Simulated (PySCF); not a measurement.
# CHBr (SMILES [CH]Br): levels of theory compared

Wanted: a comparison of 3 runs (UPBE0/STO-3G, UCISD/STO-3G, FCI/STO-3G) of CHBr. The job is set up through a Python script.

Program for the calculation: PySCF 2.14.0.

5 further runs of the same task are left out: 5 set aside as unsound or not needed.

**1. Starting point**

The species is CHBr (3 atoms), meant as a triplet with charge 0. As SMILES, `[CH]Br`. The C1–H3 distance was set to 1.602 Å, away from the relaxed value. At this shape a bond of the SMILES string is far longer than usual.

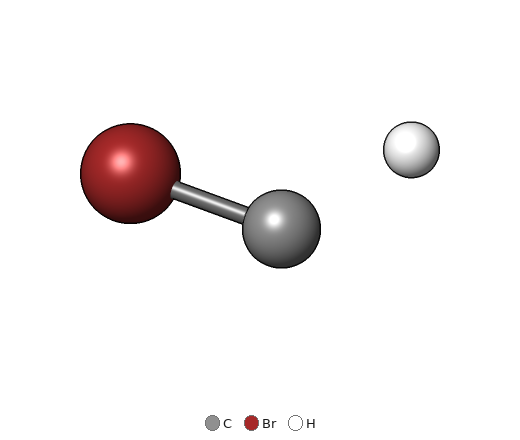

Viewed from a chosen angle; carbon grey, bromine red, hydrogen white.

**2. The energy at UPBE0/STO-3G (run 1)**

run.py reads:

```python
from pyscf import gto, dft

molecule = gto.Mole()
molecule.atom = '''
C      0.136049    -1.348261    -0.061664
Br     3.039311    -0.819591     1.581434
H     -1.850798     0.761408    -0.936529
'''
molecule.spin = 2
molecule.basis = 'sto-3g'
molecule.verbose = 3
molecule.unit = 'bohr'
molecule.max_memory = 1860
molecule.build()

mf = dft.UKS(molecule, xc='pbe0')
mf.grids.level = 5
mf.conv_tol = 1e-10
mf.kernel()
if not mf.converged:
    mf = mf.newton().run(mf.mo_coeff, mf.mo_occ)

e_tot = mf.e_tot
print('E(%s) = %.9f' % ('PBE0', e_tot))
```

On the command line:

```console
OMP_NUM_THREADS=1 python run.py
```

What it wrote:

```text
WARN: HOMO -0.186084714385711 >= LUMO -0.265516595855294

converged SCF energy = -2583.7332363588  <S^2> = 2.0049614  2S+1 = 3.0033058
E(PBE0) = -2583.733236359
```

Run time: 4.8 s. Hardware: 1 thread of Intel Xeon Platinum 8375C at 2.90GHz (Ice Lake), shared host; peak memory 0.21 GiB.

**3. The energy at UCISD/STO-3G (run 2)**

input.py reads:

```python
from pyscf import gto, ci

molecule = gto.M(
    atom='''
C      0.136049    -1.348261    -0.061664
Br     3.039311    -0.819591     1.581434
H     -1.850798     0.761408    -0.936529
''',
    max_memory=1860,
    basis='sto-3g',
    unit='bohr',
    spin=2,
    verbose=4,
    charge=0,
)

mf = molecule.UHF()
mf.conv_tol = 1e-10
mf.kernel()
if not mf.converged:
    mf = mf.newton().run(mf.mo_coeff, mf.mo_occ)

cisd = ci.CISD(mf, frozen=10)
cisd.kernel()
e_final = cisd.e_tot
print(f'total energy: {e_final:.8f} hartree')
```

On the command line:

```console
OMP_NUM_THREADS=1 python input.py
```

What it wrote:

```text
PySCF version 2.14.0

[... 38 lines left out ...]
WARN: HOMO -0.0728772670328701 >= LUMO -0.21087686649487
[... 79 lines left out ...]
SCF not converged.
SCF energy = -2582.42858838544 after 50 cycles  <S^2> = 2.0224929  2S+1 = 3.014958
[... 48 lines left out ...]
converged SCF energy = -2582.43093522388  <S^2> = 2.1823617  2S+1 = 3.1192061
[... 1 line left out ...]
******** <class 'pyscf.ci.ucisd.UCISD'> ********
CISD nocc = (np.int64(12), np.int64(10)), nmo = (14, 14)
frozen orbitals 10
max_cycle = 50
direct = 0
conv_tol = 1e-09
max_cycle = 50
max_space = 12
lindep = 0
nroots = 1
Init t2, MP2 energy = -0.0392057500151557
UCISD converged
E(UCISD) = -2582.502222432436  E_corr = -0.0712872085514271
total energy: -2582.50222243 hartree
```

Wall time 0.93 s (1 thread of Intel Xeon Platinum 8375C at 2.90GHz (Ice Lake), shared host); peak memory 0.12 GiB.

**4. The energy at FCI/STO-3G (run 3)**

run.py reads:

```python
from pyscf import gto, mcscf

molecule = gto.M(
    atom='C 0.071994 -0.713469 -0.032631; Br 1.608334 -0.433709 0.836859; H -0.979400 0.402920 -0.495590',
    basis='sto-3g',
    max_memory=1860,
    spin=2,
    verbose=3,
)

hf = molecule.ROHF()
hf.conv_tol = 1e-10
hf.kernel()
if not hf.converged:
    hf = hf.newton().run(hf.mo_coeff, hf.mo_occ)

cas = mcscf.CASCI(hf, hf.mo_coeff.shape[-1] - 10, (molecule.nelec[0] - 10, molecule.nelec[1] - 10))  # full CI above the frozen core
cas.fix_spin_(ss=2.0)
cas.kernel()
energy = cas.e_tot
print(f'total energy: {energy:.8f} hartree')
```

On the command line:

```console
OMP_NUM_THREADS=1 python run.py
```

What it wrote:

```text
converged SCF energy = -2582.42684696209
CASCI E = -2582.50778886558  E(CI) = -180.306998483085  S^2 = 2.0000000
total energy: -2582.50778887 hartree
```

Run time: 2 s. Hardware: 1 thread of Intel Xeon Platinum 8375C at 2.90GHz (Ice Lake), shared host; peak memory 0.14 GiB.

**5. The series**

```csv
run,level,integration grid,frozen core orbitals,energy (Eh),dipole moment (D) of the reference,HOMO energy (eV),LUMO energy (eV),wall time
1,UPBE0/STO-3G,5,–,-2583.733236,0.35,-3.39,0.54,4.8 s
2,UCISD/STO-3G,–,10,-2582.502222,0.85,-7.59,5.76,0.93 s
3,FCI/STO-3G,–,10,-2582.507789,0.69,–,–,2 s
```

**6. Results**

| quantity | value |
| --- | --- |
| run 3: total energy | -2582.50779 Eh |
| run 3: dipole moment (Hartree–Fock density) | 0.69 D |
| run 3: correlation energy (10 core orbitals frozen) | -80.9 mEh |

**Reading.** Against full CI in this basis: UCISD +5.6 mEh. In runs 1, 2, 3 the basis is minimal, so the values are rough. Spin contamination of the reference: run 2 ⟨S²⟩ = 2.18. All runs together took 7.7 s, the longest 4.8 s.
